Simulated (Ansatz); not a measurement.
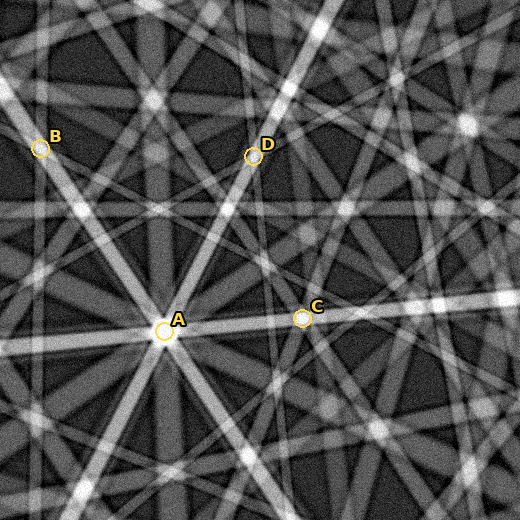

Simulated Kikuchi (electron backscatter) pattern at 20 kV: kinematic bands of width 2θ(Bragg) in gnomonic projection, seen from the camera side; the frame spans ±37° from its centre. Crystal: KLuSn, space group P6_3mc (No. 186), a = 4.967 Å, c = 14.131 Å (hexagonal axes). Structure: coordinates from a relaxation with Ansatz, DFT, PAW plane waves, r2scan; the starting structure was generated, so it need not be a known form of this composition.

```
K Sn Lu
1.0
     4.96748    0.00000    0.00000
    -2.48374    4.30196    0.00000
     0.00000    0.00000   14.13091
K Sn Lu
2 2 2
Direct
  0.33333 0.66667 0.24545
  0.66667 0.33333 0.74545
  0.00000 0.00000 0.40100
  0.00000 0.00000 0.90100
  0.33333 0.66667 0.94765
  0.66667 0.33333 0.44765
```

Pole A is [001] and pole B is [121].

Question: Index the poles C and D.

Answer: C is [2-23], 22.1° from A and 46.1° from B. D is [211], 31.3° from A and 30.1° from B.

Question: Which band joins A and B, and how wide is it?

Answer: It comes from the planes common to both zones. The strongest order is 2 -1 0 with d = 2.484 Å, so the band is 2θ = 2.0° wide (λ = 0.0859 Å). Other orders of the same planes (4 -2 0) lie on the same centre line with other widths.
